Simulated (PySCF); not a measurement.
Input file:

```
{"job": {"kind": "nmr", "xc": "PBE0", "basis": "pcSseg-1"}, "charge": 0, "multiplicity": 1}
C      3.503523    -0.782679     0.370555
C      2.312621    -0.695005     0.243900
C      0.904816    -0.627660     0.102164
C      0.187857    -1.843806     0.066124
C     -1.179749    -1.883121    -0.061303
C     -1.823306    -0.654993    -0.155693
N     -3.117356    -0.257242    -0.288894
N     -3.177069     1.083917    -0.333170
N     -2.017935     1.577017    -0.238467
C     -1.106440     0.567796    -0.123547
C      0.282972     0.613983     0.006956
Si     1.221409     2.251596     0.046466
H      4.544801    -0.847197     0.480781
H      0.746323    -2.765284     0.143252
H     -1.724425    -2.814712    -0.086544
H     -3.953429    -0.814836    -0.350502
H      1.922040     2.333919     1.331819
H      0.264254     3.337712    -0.115954
H      2.199289     2.229844    -1.045405
```

Launched as:

```sh
OMP_NUM_THREADS=1 python probes_run.py task.json out
```

Geometry: GFN2-xTB.

Method: PBE0/pcSseg-1, SCF density, gas phase, non-relativistic (PySCF).

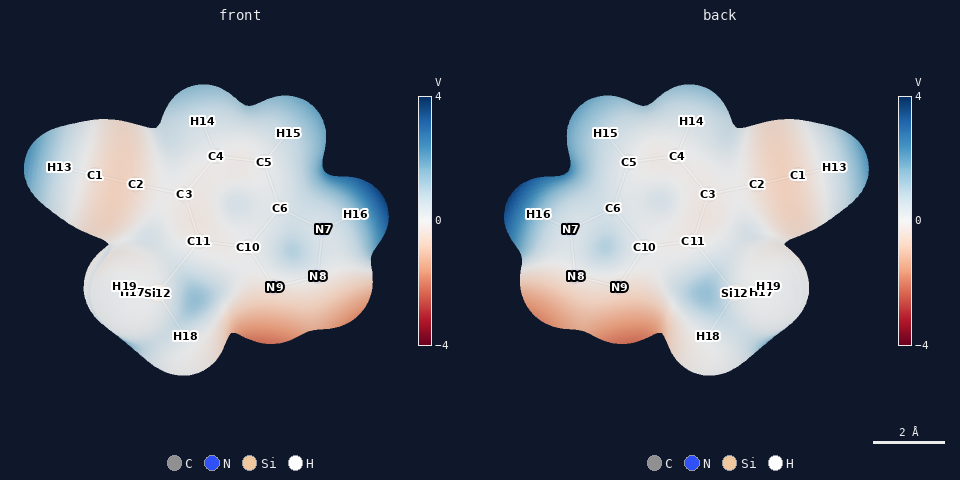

C₈H₇N₃Si (SMILES C#Cc1ccc2[nH]nnc2c1[SiH3]). The electrostatic potential painted on the density surface at 0.004 e/bohr³, seen from the front and from behind; red is negative and blue positive.

**Which sites attract a positive test charge, and which a negative one?**

A positive charge is drawn to the negative regions and a negative charge to the positive ones. The most negative region (about −2.1 V, or −48 kcal/mol for a unit charge) lies over N9, the most positive (about +3.5 V, or +81 kcal/mol for a unit charge) over H16. N9 is the likeliest acceptor of a hydrogen bond.

**How polar is the molecule by this calculation?**

Its dipole moment is 4.02 D.
